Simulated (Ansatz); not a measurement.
| atom | x (Å) | y (Å) | z (Å) |
| --- | --- | --- | --- |
| F | 1.1737 | 1.7422 | 0.2322 |
| In | 1.4732 | 2.0444 | -2.5281 |
| In | -1.9987 | 0.5056 | -3.0693 |
| N | -0.3986 | 1.1547 | -1.8450 |
| Si | -0.3140 | 1.0900 | -0.1491 |
| H | -1.2974 | 1.9292 | 0.6067 |
| H | -0.2977 | -0.2722 | 0.4729 |

Geometry: PBE0-D3(BJ)/def2-SVP; core potentials replace the inner electrons of In.

Level of theory: Ansatz, isolated molecule in a Gaussian basis; Kohn-Sham density functional theory, functional PBE0.

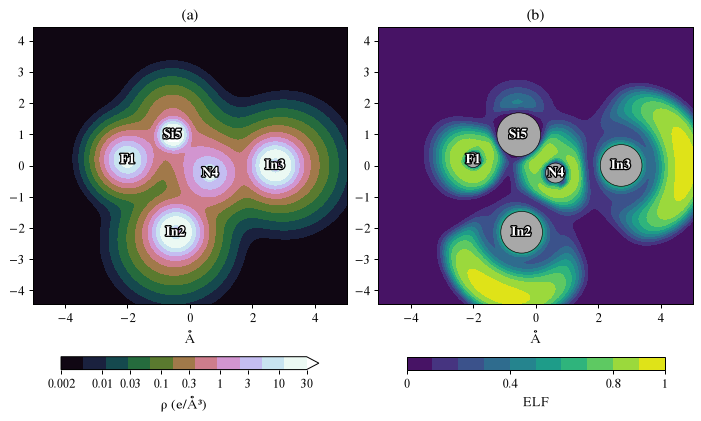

FH2In2NSi. (a) electron density; (b) ELF on the plane of atoms F1, Si5 and N4. Grey discs cover the atomic cores in the ELF map.

Question: Read the bonding off the picture.

Answer: The section cuts through F, In, N and Si sites.
Si–F (1.67 Å): ρ at the midpoint is about 1 e/Å³; the ELF peaks at about 0.85 in the valence shell of F, 0.6 Å from its nucleus, and is about 0.60 at the midpoint.
Si–N (1.70 Å): the density is about 1.2 e/Å³ at the midpoint; the ELF peaks at about 0.90 between the atoms; a shared but strongly polarised pair.
In–N (2.12 Å): ρ at the midpoint is about 0.62 e/Å³; the ELF peaks at about 0.85 in the valence shell of N, 0.6 Å from its nucleus, and drops to about 0.15 between the two atoms.
In–N (2.18 Å): ρ at the midpoint is about 0.54 e/Å³; the ELF peaks at about 0.85 in the valence shell of N, 0.6 Å from its nucleus, and drops to about 0.15 between the two atoms.
The ELF also peaks beside F1, away from the bonds: lone-pair regions.
